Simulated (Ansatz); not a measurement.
Input file:

```
crystal:
  lattice:
    - [5.1050823275, 0.0, 0.0]
    - [0.0, 5.1050823275, 0.0]
    - [0.0, 0.0, 5.1050823275]
  atoms:
    - { symbol: Bi, position: [0.5, 0.0, 0.0] }
    - { symbol: Bi, position: [0.0, 0.5, 0.0] }
    - { symbol: Bi, position: [0.0, 0.0, 0.5] }
    - { symbol: Bi, position: [0.5, 0.5, 0.5] }
    - { symbol: C, position: [0.0, 0.0, 0.0] }
basis:
  ecutwfc: 420
kpoints:
  mp_grid: { grid: [8, 8, 8] }
hamiltonian:
  xc: pbe
scf:
  occupations: { method: gaussian, width: 0.1 }
output:
  forces: true
  stress: true
  eigenvalues: true
  write_density: true
  write_potential: true
  elf: true
  volumetric_format: npy
relax:
  adjacent_minimum: "off"
  f_tol: 0.01
  max_steps: 80
  cell: { stress_tol: 0.05 }
```

Launched as:

```sh
ansatz run input.yaml --threads 1 --pin off --max-ram 2560MiB --backend cpu --events-out ev --progress --plain --runs-dir out
```

Below, planes, directions and counts refer to the conventional cell (a = 5.10 Å, b = 5.10 Å, c = 5.10 Å, α = 90.00°, β = 90.00°, γ = 90.00°).

The fields are those of the relaxed geometry.

Space group Pm-3m; a structure generated by program, which may or may not match a known phase.

Computed with DFT PBE, scalar-relativistic, plane waves, PAW in Ansatz 0.2.0.

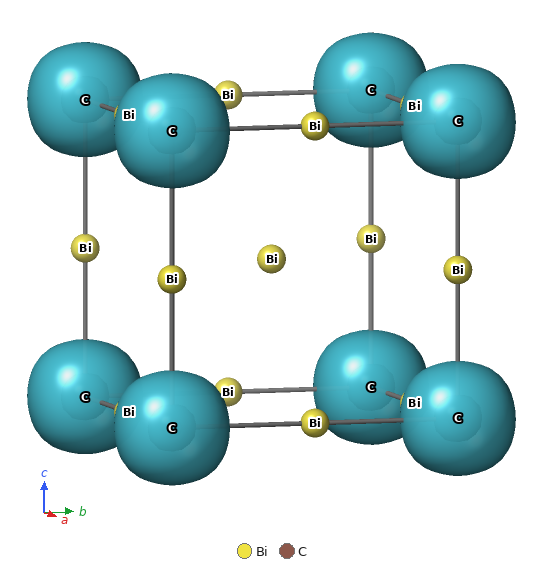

Bi4C. Isosurface of the ELF at 0.6 (cyan), seen slightly off an axis. Only the valence region is drawn (cores and ρ < 0.01 e/Å³ removed). Sticks mark near contacts.

Core electrons are frozen (PAW), and the valence fields are smoothed inside the atomic spheres.

### What do the ELF domains correspond to?

The ELF exceeds this value in one region wrapped around C (its valence shell), counted in one cell of 5 atoms. Regions shared between cells count once. Along the contacts the grid gives the following. Bi–C (2.55 Å): the ELF peaks at about 0.80 in the valence shell of C, 0.7 Å from its nucleus, and drops to about 0.30 between the two atoms.
